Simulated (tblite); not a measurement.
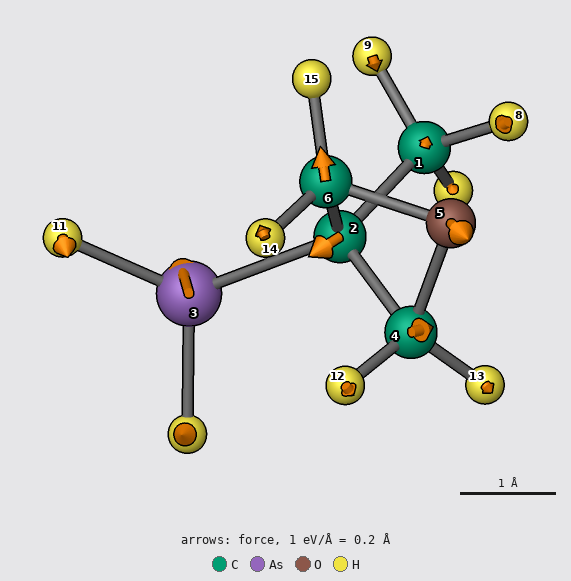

Starting geometry of C4H9AsO with the computed forces as orange arrows. A ball-and-stick model, seen from a free direction.

Method: GFN2-xTB geometry optimisation, gas phase in tblite. 

Q: What follows when this structure is relaxed?

A: It isn't relaxed: the largest force vector, on the As atom, is 4.96 eV/Å. The final displacements have little in common with the starting forces (cosine between the two patterns 0.23). The energy falls by 2.820 eV in 118 geometry steps. The atom that moves furthest after the best rigid fit is an H atom (1.58 Å). By element the largest moves are H 1.58 Å, O 1.32 Å, As 0.44 Å, C 0.20 Å. Among the contacts that change: As–C 1.929 → 2.002 Å, C–H 1.126 → 1.090 Å, As–H 1.536 → 1.506 Å, C–O 1.400 → 1.427 Å. Among the angles between lasting bonds that change: H–As–H 116.3° → 89.5°, C–As–H 117.0° → 93.7°, C–As–H 115.9° → 93.4°. Groups turn about C–C by about 60°, C–O by about 55°, C–C by about 55°.
